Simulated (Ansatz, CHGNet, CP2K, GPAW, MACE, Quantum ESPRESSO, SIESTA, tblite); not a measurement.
# GPAW runs on Σ3 (111)[11-2] symmetric tilt boundary in Na2S (72 atoms), part 2 of 2

Aim: run Σ3 (111)[11-2] symmetric tilt boundary in Na2S (72 atoms) in GPAW and see how near its forces come to a plane-wave reference, and at what cost.

Program: GPAW 26.7.0; the method stands at each step. Banners, paths, timers and routine set-up lines are dropped from the logs unmarked, and long logs keep their key lines alone; longer cuts are marked.

So far. Step 2 (PBE, LCAO dzp, h 0.2 Å): Forces lie 7.3 % from the reference's, at 8.9 times its CPU time (on 1 against 8 cores). Step 3 (PBE, LCAO sz(dzp), h 0.2 Å): Against the first run (7.3 %), the force difference from the reference is 16 %, at 0.35 times the CPU time, with 432 basis functions against 1128: the smaller basis costs accuracy.

## Step 4: PBE, LCAO dzp, h 0.28 Å

Method: Kohn-Sham DFT, PBE, PAW, atomic orbitals (dzp).

run.py reads:

```python
import numpy as np
from ase.io import read
from gpaw import GPAW, FermiDirac

atoms = read("structure.xyz")
atoms.calc = GPAW(
    mode="lcao",
    basis="dzp",
    h=0.28,
    xc="PBE",
    kpts={"size": (1, 1, 1), "gamma": True},
    occupations=FermiDirac(0.05),
    maxiter=200,
    symmetry={"point_group": False},
    txt="gpaw.txt",
)
energy = atoms.get_potential_energy(force_consistent=True)
forces = atoms.get_forces()
print(f"energy {energy:.6f} eV")
print("forces (eV/A)")
for i, (a, f) in enumerate(zip(atoms, forces)):
    print(f"{i:4d} {a.symbol:2s} {f[0]:10.5f} {f[1]:10.5f} {f[2]:10.5f}")
print(f"Fermi level {atoms.calc.get_fermi_level():.4f} eV")
for k in range(len(atoms.calc.get_ibz_k_points())):
    for s in range(atoms.calc.get_number_of_spins()):
        e = atoms.calc.get_eigenvalues(kpt=k, spin=s)
        n = np.searchsorted(e, atoms.calc.get_fermi_level())
        print(f"k {k} spin {s} levels about the Fermi level:", np.round(e[max(n - 6, 0):n], 4).tolist(), "|", np.round(e[n:n + 6], 4).tolist())
```

structure.xyz reads:

```xyz
72
Lattice="8.00983 0.00000 0.00000 0.00000 9.24896 0.00000 0.00000 0.00000 22.67522" Properties=species:S:1:pos:R:3 pbc="T T T"
[... 72 atom lines left out: the same atoms as in the first run ...]
```

Started as:

```bash
> OMP_NUM_THREADS=1 python run.py > output.txt
```

What it wrote:

```text
energy -219.265301 eV
forces (eV/A)
   0 S     2.87924   -0.02355    0.89129
   1 Na    0.00070   -0.02826    0.06317
   2 Na   -0.10714    0.03982   -0.02627
   3 S     0.12052   -0.08600   -0.08482
   4 Na   -0.00006    0.05213   -0.06340
   5 Na   -0.06049    0.19940    0.26263
   6 S     1.94990   -0.17918    0.45884
   7 Na    0.11144   -0.00277    0.21001
   8 Na   -0.09560   -0.10625   -0.07720
   9 S    -0.32538    0.24718    0.06739
  10 Na   -0.08611   -0.16240   -0.07124
  11 Na    0.44739   -0.00549    0.35426
[...]
67 Na   -0.28955   -0.10390    0.30421
  68 Na    0.11026    0.11152   -0.10361
  69 S     0.15552    0.00048   -0.12243
  70 Na   -0.19715    0.02428    0.35991
  71 Na   -0.00218    0.08815    0.10934
Fermi level 1.6126 eV
k 0 spin 0 levels about the Fermi level: [0.3746, 0.3921, 0.4022, 0.4506, 0.4635, 0.485] | [2.6856, 3.3093, 3.6378, 4.3677, 4.4819, 4.5035]
```

gpaw.txt:

```text
Input parameters:
  mode=LCAO(),
  basis={'default': 'dzp'},
  h=0.28,
  kpts=MonkhorstPack(size=(1, 1, 1), gamma=True),
  maxiter=200,
  occupations=Occupations(name='fermi-dirac', width=0.05, fixmagmom=False),
  symmetry=Symmetry(point_group=False),
  xc=XC(name='PBE')
[... lines left out ...]
  Fermi-Dirac:
[... lines left out ...]
convergence criteria:
- Maximum [total energy] change in last 3 cyles: 0.0005 eV / valence electron
[... lines left out ...]
Converged in 8 steps
[... lines left out ...]
  Free energy:    -219.265301
[... lines left out ...]
Fermi level: 1.613
[... lines left out ...]
|          0 |       -22.593 |     2.000 |
|        ... |               |           |
|        232 |         0.337 |     2.000 |
|        233 |         0.338 |     2.000 |
[...]
|        247 |         4.789 |     0.000 |
|        ... |               |           |
|        291 |         7.581 |     0.000 |
Gap: 2.201 eV
Transition (v -> c):
  (s=0, k=0, n=239, [0.00, 0.00, 0.00]) -> (s=0, k=0, n=240, [0.00, 0.00, 0.00])
No difference between direct/indirect transitions
Force computation time: 48.971  # s
timing:  # [seconds]
  Total:  209.286  # ━━━━━━━━━━━━━━━━━━━━━━━━━━━━━━━━━━━━━━━━━━━━━━━━━━━━━━━━
  Init:     9.314  # ━━╸
  SCF:    150.968  # ━━━━━━━━━━━━━━━━━━━━━━━━━━━━━━━━━━━━━━━━╸
  Forces:  48.971  # ━━━━━━━━━━━━━
```

It took 3.5 min on 1 thread of Arm Neoverse V2, shared host; peak memory 1 GiB.

Numbers from this run, and their distance from the reference:

```
r.m.s. force component                           : 0.6002 eV/Å
r.m.s. difference of force components            : 49.06 meV/Å
longest difference of force vectors              : 210.8 meV/Å
force difference over r.m.s. force               : 8.75 %
slope of forces against the reference's          : 1.069
correlation of force components                  : 0.9987
gap (highest filled to lowest empty level) : 2.201 eV
gap difference                                   : -0.0079 eV
energy less the same-level run's                 : 113.8 meV/atom
r.m.s. force difference from the same-level run  : 31.76 meV/Å
```

This is a coarse setting, run to see what it loses.

Against the first run (7.3 %), the force difference from the reference is 8.7 %, at 0.37 times the CPU time: the grid matters here.

The difference per atom is largest on S (0.10 eV/Å on average, against 0.039 on Na).

## Step 5: Side by side

Differences are against the plane-wave reference, forces as r.m.s. over components; share is that over the reference's r.m.s. force, slope the least-squares factor from reference forces to these. Total energies of different programs have different zeros and aren't compared.

| run | Δ force, r.m.s. (meV/Å) | share (%) | slope | Δ gap (eV) | cores | CPU time | memory (GiB) |
| --- | --- | --- | --- | --- | --- | --- | --- |
| reference | - | - | - | - | 8 | 64 s | 1.9 |
| GPAW PBE, LCAO dzp, h 0.2 Å | 41.2 | 7.34 | 1.068 | -0.0137 | 1 | 9.5 min | 2.6 |
| GPAW PBE, LCAO sz(dzp), h 0.2 Å (coarse) | 88.4 | 15.8 | 1.153 | -0.137 | 1 | 3.3 min | 2.1 |
| GPAW PBE, LCAO dzp, h 0.28 Å (coarse) | 49.1 | 8.75 | 1.069 | -0.0079 | 1 | 3.5 min | 1.0 |

Rows marked coarse were listed beforehand as settings not expected to be converged; some can still land near the reference.

CPU time is summed over cores on a shared host, where runs went side by side, so it is rough. Symmetry, cutoffs, thresholds, outputs and thread counts weren't matched or tuned between programs; memory under MPI is the largest rank's times the ranks.

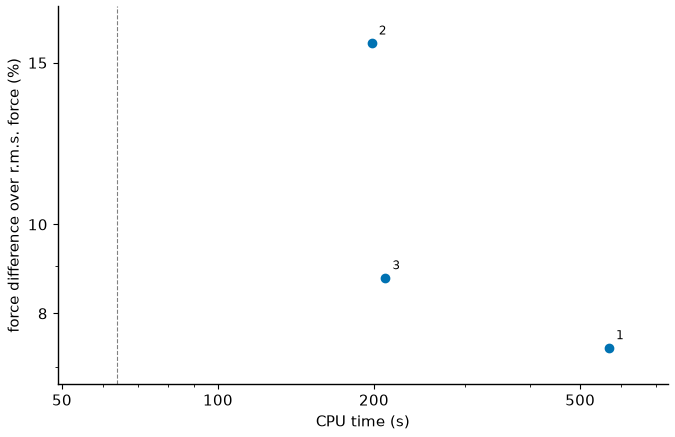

Force difference against CPU time; the dashed line marks the reference's time. Points: 1 GPAW PBE, LCAO dzp, h 0.2 Å; 2 GPAW PBE, LCAO sz(dzp), h 0.2 Å; 3 GPAW PBE, LCAO dzp, h 0.28 Å.

Within one program, basis, potentials and functional, energies share a zero. Each run against its twin at the usual cutoff or grid and solver:

| run | twin | Δ energy (meV/atom) | Δ force, r.m.s. (meV/Å) | CPU time over the twin's |
| --- | --- | --- | --- | --- |
| GPAW PBE, LCAO dzp, h 0.28 Å | LCAO dzp, h 0.2 Å | 114 | 31.8 | 0.37 |

Further runs of this program without a result: GPAW PBE, LCAO szp(dzp), h 0.2 Å (cut off at its time limit).

## Step 6: What came out

* nearest in forces: GPAW PBE, LCAO dzp, h 0.2 Å, 7.3 %
* its CPU time: 9.5 min

In words: The PBE run in local orbitals, coarse settings apart, differs by 7.3 % (GPAW PBE, LCAO dzp, h 0.2 Å); basis, grid and potentials can all enter. Runs with settings chosen to be coarse differ by 8.7 % (GPAW PBE, LCAO dzp, h 0.28 Å) to 16 % (GPAW PBE, LCAO sz(dzp), h 0.2 Å), their programs' other errors included. None of the electronic-structure runs in the table takes under half the reference's CPU time of 64 s; they take 3.1 to 8.9 times as much. GPAW PBE, LCAO sz(dzp), h 0.2 Å stiffens the forces by a factor of 1.15 while following their directions (correlation 0.999); the slopes of the 3 GPAW runs lie between 1.07 and 1.15. At the same functional, gaps differ from the reference's 2.21 eV by between -0.14 and -0.01 eV. These are spacings on the run's k-points, which needn't hold the band edges. The potentials hold different valence shells: 576 electrons in the reference, 480 in GPAW; this bears on time and differences. The host structure and its lattice constant were typed by rule, without a check against the phase diagram. The electronic-structure runs sample only Γ, in a cell whose shortest periodic width is 8 Å.

[Also dropped from logs without a mark: logging warnings of Python, and SIESTA's first energy breakdown and zero terms.]

[Logs are printed without paths, hosts, clocks, repeated set-up lines and the standing remarks that a program may print on its own settings, such as how far it seeks lower states.]

[Hosts, paths, dates, database ids (printed as entryN), source tags and the programs' standing remarks are cut or masked in the printed files.]
